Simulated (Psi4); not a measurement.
# Run report: BN, single-point calculation

BN (boron nitride), multiplicity 3, computed with MP2/cc-pVQZ, UHF (Psi4 1.11).

The geometry comes from this level: GFN2-xTB.

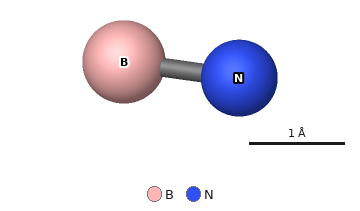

**Figure 1.** The structure as given in the input (ball-and-stick view, seen at an oblique angle). Bond lengths as drawn: B–N 1.27 Å.

Input (input.inp):
```
memory 1600 MB

molecule molecule1 {
  0 3
  B      0.000000     0.000000     0.000000
  N      0.000000     0.000000     1.268430
  symmetry c1
  no_reorient
  no_com
}

set {
  basis cc-pVQZ
  reference uhf
  scf_type df
  freeze_core true
  mp2_type df
}

result, w = energy("mp2", return_wfn=True)
print_variables()
```

Launched with:
```bash
psi4 -n 1 input.inp input.out
```

Output:
```
Psi4 1.11 release

   => Loading Basis Set <=

    Name: CC-PVQZ
    Role: ORBITAL
    Keyword: BASIS

         ---------------------------------------------------------
                                   SCF
                              UHF Reference
                        1 Threads,   1525 MiB Core
         ---------------------------------------------------------

  ==> Geometry <==

    Molecular point group: c1
    Full point group: C_inf_v

    Geometry (in Angstrom), charge = 0, multiplicity = 3:

       Center              X                  Y                   Z               Mass
    ------------   -----------------  -----------------  -----------------  -----------------
         B            0.000000000000     0.000000000000     0.000000000000    11.009305360000
         N            0.000000000000     0.000000000000     1.268430000000    14.003074004430

  Running in c1 symmetry.

  Rotational constants: A = ************  B =      0.74824  C =      0.74824 [cm^-1]
  Rotational constants: A = ************  B =  22431.62857  C =  22431.62857 [MHz]
  Nuclear repulsion =   14.601674805428758

  Charge       = 0
  Multiplicity = 3
  Electrons    = 12
  Nalpha       = 7
  Nbeta        = 5

  ==> Algorithm <==

  SCF Algorithm Type is DF.
  DIIS enabled.
  MOM disabled.
  Fractional occupation disabled.
  Guess Type is SAD.
  Energy threshold   = 1.00e-08
  Density threshold  = 1.00e-08
  Integral threshold = 1.00e-12

  ==> Primary Basis <==

  Basis Set: CC-PVQZ
    Blend: CC-PVQZ
    Number of shells: 30
    Number of basis functions: 110
    Number of Cartesian functions: 140
    Spherical Harmonics?: true
    Max angular momentum: 4

   => Loading Basis Set <=

    Name: (CC-PVQZ AUX)
    Role: JKFIT
    Keyword: DF_BASIS_SCF

  ==> Integral Setup <==

  DFHelper Memory: AOs need 0.023 GiB; user supplied 1.118 GiB.
  SCF_SUBTYPE=INCORE selected. In-core MEM_DF algorithm will be used.
  Using in-core AOs.

  ==> MemDFJK: Density-Fitted J/K Matrices <==

    J tasked:                   Yes
    K tasked:                   Yes
    wK tasked:                   No
    Memory [MiB]:              1144
    Algorithm:                 Core
    Schwarz Cutoff:           1E-12
    Mask sparsity (%):       0.0000
    Fitting Condition:        1E-10

   => Auxiliary Basis Set <=

  Basis Set: (CC-PVQZ AUX)
    Blend: CC-PVQZ-JKFIT
    Number of shells: 56
    Number of basis functions: 212
    Number of Cartesian functions: 284
    Spherical Harmonics?: true
    Max angular momentum: 5

  Minimum eigenvalue in the overlap matrix is 3.5335441946E-04.
  Reciprocal condition number of the overlap matrix is 7.0600138948E-05.
    Using symmetric orthogonalization.

  ==> Pre-Iterations <==

  SCF Guess: Superposition of Atomic Densities via on-the-fly atomic UHF (no occupation information).

   -------------------------
    Irrep   Nso     Nmo
   -------------------------
     A        110     110
   -------------------------
    Total     110     110
   -------------------------

  ==> Iterations <==

                           Total Energy        Delta E     RMS |[F,P]|

   @DF-UHF iter SAD:   -77.94909218388503   -7.79491e+01   0.00000e+00
   @DF-UHF iter   1:   -78.95101026208528   -1.00192e+00   3.31604e-03 ADIIS/DIIS
   @DF-UHF iter   2:   -78.99112734213459   -4.01171e-02   2.25872e-03 ADIIS/DIIS
   @DF-UHF iter   3:   -79.01926086770830   -2.81335e-02   2.59288e-04 ADIIS/DIIS
   @DF-UHF iter   4:   -79.02048337689772   -1.22251e-03   9.56308e-05 DIIS
   @DF-UHF iter   5:   -79.02082562018829   -3.42243e-04   6.20226e-05 DIIS
   @DF-UHF iter   6:   -79.02103978651927   -2.14166e-04   4.33182e-05 DIIS
   @DF-UHF iter   7:   -79.02117887230239   -1.39086e-04   2.89899e-05 DIIS
   @DF-UHF iter   8:   -79.02126017397765   -8.13017e-05   1.52365e-05 DIIS
   @DF-UHF iter   9:   -79.02128543335365   -2.52594e-05   2.52997e-06 DIIS
   @DF-UHF iter  10:   -79.02128571574703   -2.82393e-07   7.14708e-07 DIIS
   @DF-UHF iter  11:   -79.02128573204702   -1.63000e-08   3.43920e-07 DIIS
   @DF-UHF iter  12:   -79.02128573631964   -4.27262e-09   1.69051e-07 DIIS
   @DF-UHF iter  13:   -79.02128573769971   -1.38007e-09   6.17438e-08 DIIS
   @DF-UHF iter  14:   -79.02128573786480   -1.65087e-10   1.90693e-08 DIIS
   @DF-UHF iter  15:   -79.02128573787407   -9.26548e-12   5.17527e-09 DIIS
  Energy and wave function converged.

  ==> Post-Iterations <==

   @Spin Contamination Metric:   3.287307043E-02
   @S^2 Expected:                2.000000000E+00
   @S^2 Observed:                2.032873070E+00
   @S   Expected:                1.000000000E+00
   @S   Observed:                1.000000000E+00

    Orbital Energies [Eh]
    ---------------------

    Alpha Occupied:

       1A    -15.592145     2A     -7.690124     3A     -1.154592
       4A     -0.588692     5A     -0.522365     6A     -0.495186
       7A     -0.446890

    Alpha Virtual:

       8A      0.082035     9A      0.106996    10A      0.155608
      11A      0.172183    12A      0.224466    13A      0.232944
      14A      0.350829    15A      0.374212    16A      0.375605
      17A      0.483218    18A      0.494503    19A      0.505453
      20A      0.534176    21A      0.570341    22A      0.738303
      23A      0.833209    24A      0.931572    25A      0.944872
      26A      0.964279    27A      0.979964    28A      0.987201
      29A      1.191461    30A      1.192758    31A      1.200961
      32A      1.222750    33A      1.235126    34A      1.275151
      35A      1.275588    36A      1.357647    37A      1.388024
      38A      1.407847    39A      1.446315    40A      1.447623
      41A      1.702537    42A      1.706476    43A      1.731423
      44A      2.064264    45A      2.413163    46A      2.461950
      47A      2.713169    48A      2.713314    49A      2.717871
      50A      2.888481    51A      2.927877    52A      2.932780
      53A      3.153929    54A      3.189934    55A      3.196797
      56A      3.210520    57A      3.287450    58A      3.301344
      59A      3.322036    60A      3.376175    61A      3.376175
      62A      3.603077    63A      3.603092    64A      3.741666
      65A      3.825580    66A      3.825694    67A      3.836431
      68A      3.849576    69A      3.916470    70A      3.917085
      71A      3.922733    72A      3.922901    73A      3.968422
      74A      3.980117    75A      4.002331    76A      4.380269
      77A      4.404826    78A      4.485257    79A      4.486219
      80A      4.607049    81A      5.574736    82A      5.594539
      83A      5.739352    84A      5.768104    85A      7.219264
      86A      7.219264    87A      7.461101    88A      7.461110
      89A      8.035335    90A      8.042051    91A      8.135361
      92A      8.249677    93A      8.290478    94A      8.430942
      95A      8.480233    96A      8.930996    97A      8.931073
      98A      9.074035    99A      9.280775   100A      9.284191
     101A      9.617642   102A      9.625724   103A      9.625813
     104A      9.653717   105A     10.103476   106A     10.739822
     107A     10.778004   108A     10.825459   109A     16.581391
     110A     31.382371

    Beta Occupied:

       1A    -15.576349     2A     -7.658018     3A     -1.043322
       4A     -0.518945     5A     -0.446762

    Beta Virtual:

       6A     -0.001197     7A      0.003311     8A      0.131617
       9A      0.167630    10A      0.175863    11A      0.246698
      12A      0.285465    13A      0.308145    14A      0.379659
      15A      0.400828    16A      0.401020    17A      0.507222
      18A      0.517396    19A      0.519268    20A      0.566538
      21A      0.622050    22A      0.765607    23A      0.869149
      24A      0.973209    25A      0.976604    26A      1.015639
      27A      1.016925    28A      1.047092    29A      1.215351
      30A      1.215356    31A      1.258764    32A      1.263332
      33A      1.283787    34A      1.323378    35A      1.323422
      36A      1.395716    37A      1.424330    38A      1.431285
      39A      1.466487    40A      1.466812    41A      1.726467
      42A      1.744288    43A      1.756725    44A      2.106548
      45A      2.463581    46A      2.478871    47A      2.738239
      48A      2.738250    49A      2.738445    50A      2.916548
      51A      2.967684    52A      2.968281    53A      3.202407
      54A      3.207471    55A      3.224395    56A      3.228053
      57A      3.325014    58A      3.325073    59A      3.332347
      60A      3.396501    61A      3.396501    62A      3.626280
      63A      3.626281    64A      3.783913    65A      3.868311
      66A      3.868367    67A      3.886966    68A      3.897168
      69A      3.942529    70A      3.942969    71A      3.950383
      72A      3.950434    73A      4.004520    74A      4.007867
      75A      4.015685    76A      4.412535    77A      4.425894
      78A      4.507241    79A      4.507900    80A      4.631412
      81A      5.605478    82A      5.622316    83A      5.769694
      84A      5.780047    85A      7.238139    86A      7.238139
      87A      7.478349    88A      7.478350    89A      8.058183
      90A      8.059743    91A      8.145382    92A      8.279587
      93A      8.294655    94A      8.477574    95A      8.480369
      96A      8.954513    97A      8.954513    98A      9.091441
      99A      9.297469   100A      9.297949   101A      9.643738
     102A      9.652238   103A      9.652294   104A      9.655225
     105A     10.115727   106A     10.770663   107A     10.779907
     108A     10.840313   109A     16.598539   110A     31.392922

    Final Occupation by Irrep:
              A
    DOCC [     5 ]
    SOCC [     2 ]
    NA   [     7 ]
    NB   [     5 ]

  @DF-UHF Final Energy:   -79.02128573787407

   => Energetics <=

    Nuclear Repulsion Energy =             14.6016748054287575
    One-Electron Energy =                -135.5125310511875512
    Two-Electron Energy =                  41.8895705078847342
    Total Energy =                        -79.0212857378740523

  UHF NO Occupations:
  HONO-2 :    5  A 1.9854018
  HONO-1 :    6  A 1.0000000
  HONO-0 :    7  A 1.0000000
  LUNO+0 :    8  A 0.0145982
  LUNO+1 :    9  A 0.0015453
  LUNO+2 :   10  A 0.0003991
  LUNO+3 :   11  A 0.0000010

Computation Completed

Properties will be evaluated at   0.000000,   0.000000,   0.000000 [a0]

Properties computed using the SCF density matrix

 Multipole Moments:

 ------------------------------------------------------------------------------------
     Multipole            Electronic (a.u.)      Nuclear  (a.u.)        Total (a.u.)
 ------------------------------------------------------------------------------------

 L = 1.  Multiply by 2.5417464519 to convert [e a0] to [Debye]
 Dipole X            :         -0.0000000            0.0000000           -0.0000000
 Dipole Y            :         -0.0000000            0.0000000           -0.0000000
 Dipole Z            :        -17.8277263           16.7788972           -1.0488291
 Magnitude           :                                                    1.0488291

 ------------------------------------------------------------------------------------

	total time  =          3 seconds =       0.05 minutes

  //>>>>>>>>>>>>>>>>>>>>>>>>>>>>>>>>>>>//
  //               DFMP2               //
  //<<<<<<<<<<<<<<<<<<<<<<<<<<<<<<<<<<<//

   => Loading Basis Set <=

    Name: (CC-PVQZ AUX)
    Role: RIFIT
    Keyword: DF_BASIS_MP2

	 --------------------------------------------------------
	                          DF-MP2
	      2nd-Order Density-Fitted Moller-Plesset Theory
	              UMP2 Wavefunction,   1 Threads

	 --------------------------------------------------------

	 --------------------------------------------------------
	                 NBF =   110, NAUX =   264
	 --------------------------------------------------------
	   CLASS    FOCC     OCC    AOCC    AVIR     VIR    FVIR
	   ALPHA       2       7       5     103     103       0
	    BETA       2       5       3     105     105       0
	 --------------------------------------------------------

	-----------------------------------------------------------
	 ==================> DF-MP2 Energies <====================
	-----------------------------------------------------------
	 Reference Energy          =     -79.0212857378740665 [Eh]
	 Singles Energy            =      -0.0000000000000000 [Eh]
	 Same-Spin Energy          =      -0.0582683396102062 [Eh]
	 Opposite-Spin Energy      =      -0.1744688234881253 [Eh]
	 Correlation Energy        =      -0.2327371630983315 [Eh]
	 Total Energy              =     -79.2540229009724015 [Eh]
	-----------------------------------------------------------
	 ================> DF-SCS-MP2 Energies <==================
	-----------------------------------------------------------
	 SCS Same-Spin Scale       =       0.3333333333333333 [-]
	 SCS Opposite-Spin Scale   =       1.2000000000000000 [-]
	 SCS Same-Spin Energy      =      -0.0194227798700687 [Eh]
	 SCS Opposite-Spin Energy  =      -0.2093625881857504 [Eh]
	 SCS Correlation Energy    =      -0.2287853680558191 [Eh]
	 SCS Total Energy          =     -79.2500711059298908 [Eh]
	-----------------------------------------------------------

	total time  =          0 seconds =       0.00 minutes

  Variable Map:
  ----------------------------------------------------------------------------
  "CURRENT CORRELATION ENERGY"           =>      -0.232737163098
  "CURRENT ENERGY"                       =>     -79.254022900972
  "CURRENT REFERENCE ENERGY"             =>     -79.021285737874
  "CUSTOM SCS-MP2 CORRELATION ENERGY"    =>      -0.228785368056
  "CUSTOM SCS-MP2 TOTAL ENERGY"          =>     -79.250071105930
  "DD SOLVATION ENERGY"                  =>       0.000000000000
  "HF KINETIC ENERGY"                    =>      79.085598811980
  "HF POTENTIAL ENERGY"                  =>    -158.106884549854
  "HF TOTAL ENERGY"                      =>     -79.021285737874
  "HF VIRIAL RATIO"                      =>       1.999186791589
  "MP2 CORRELATION ENERGY"               =>      -0.232737163098
  "MP2 DOUBLES ENERGY"                   =>      -0.232737163098
  "MP2 OPPOSITE-SPIN CORRELATION ENERGY" =>      -0.174468823488
  "MP2 SAME-SPIN CORRELATION ENERGY"     =>      -0.058268339610
  "MP2 SINGLES ENERGY"                   =>      -0.000000000000
  "MP2 TOTAL ENERGY"                     =>     -79.254022900972
  "NUCLEAR REPULSION ENERGY"             =>      14.601674805429
  "ONE-ELECTRON ENERGY"                  =>    -135.512531051188
  "PCM POLARIZATION ENERGY"              =>       0.000000000000
  "PE ENERGY"                            =>       0.000000000000
  "SCF ITERATION ENERGY"                 =>     -79.021285737874
  "SCF ITERATIONS"                       =>      15.000000000000
  "SCF TOTAL ENERGY"                     =>     -79.021285737874
  "SCS-MP2 CORRELATION ENERGY"           =>      -0.228785368056
  "SCS-MP2 TOTAL ENERGY"                 =>     -79.250071105930
  "TWO-ELECTRON ENERGY"                  =>      41.889570507885

  Array Variable Map:
  ----------------------------------------------------------------------------
  "CURRENT DIPOLE"                       =>      -0.000000000000 ... -1.048829113473 1 by 3
  "SCF DIPOLE"                           =>      -0.000000000000 ... -1.048829113473 1 by 3
  "SCF TOTAL ENERGIES"                   =>     -77.949092183885 ... -79.021285737874 1 by 16

    Psi4 run time: 0:00:02.44
```

Results in brief:

| quantity | value |
| --- | --- |
| outcome | converged |
| total energy | −79.254023 hartree |
| SCF energy | −79.021286 hartree |
| MP2 energy | −79.254023 hartree |
| correlation energy | −0.232737 hartree |
| basis functions | 110 |
| ⟨S²⟩ | 2.033 |
| hardware | 1 thread of Intel Xeon @ 2.50GHz (Skylake/Cascade Lake), 192 GiB of memory available, shared host |
| wall time | 4.2 s |
| peak memory | 0.26 GiB |
